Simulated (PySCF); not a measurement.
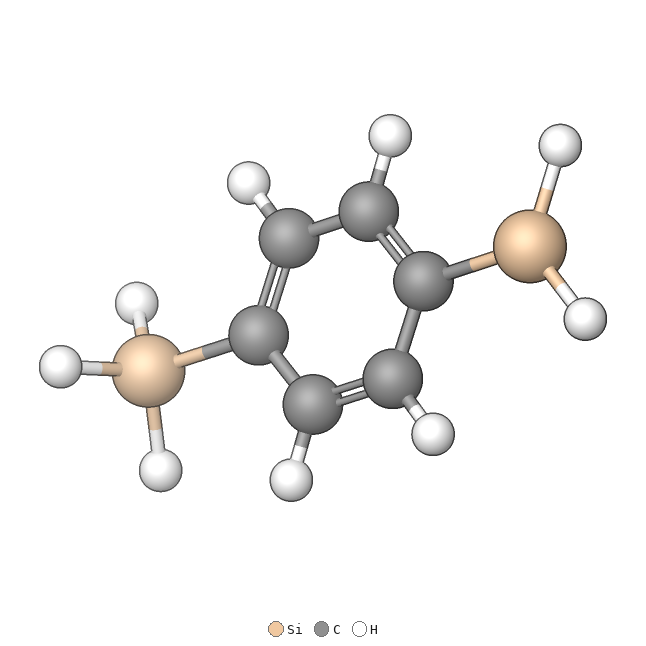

State: neutral, doublet. The geometry was computed by an optimisation with GFN2-xTB. No frequency run is at hand to confirm it as a minimum.

Draw it as a skeletal formula.

SMILES: [SiH2]c1ccc([SiH3])cc1

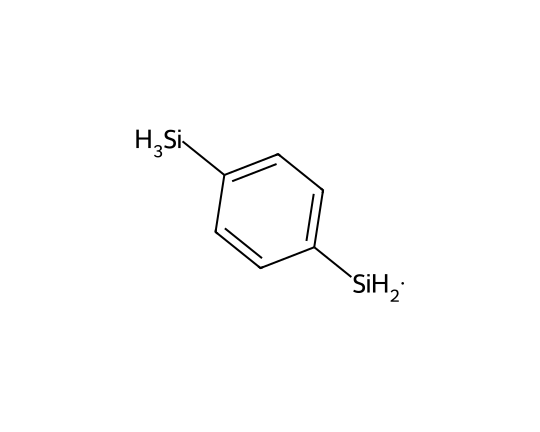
